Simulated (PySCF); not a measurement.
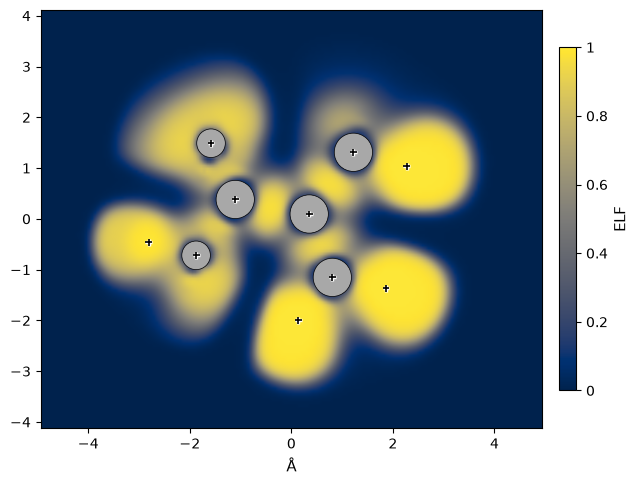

The ELF on a plane through atoms (crosses mark nuclei in the plane; grey discs cover the cores).

These are results of PBE0/pcSseg-1, SCF density, gas phase, non-relativistic (PySCF), not measurements.

Candidates:
A. C₈H₉ (SMILES [CH2+]c1ccccc1C) (charge +1)
B. C₄H₈F₂ (SMILES CCCC(F)F)
C. C₄H₆O₂ (SMILES C=C(C)C(=O)O)

Which system is this?

Candidate C: C₄H₆O₂ on the plane of atoms O5, C4 and O6, which holds C, O and H. C–O (1.21 Å): the ELF peaks at about 0.85 between the atoms (a multiple bond). C–C (1.33 Å): the ELF peaks at about 0.95 between the atoms; a short, multiple covalent bond.
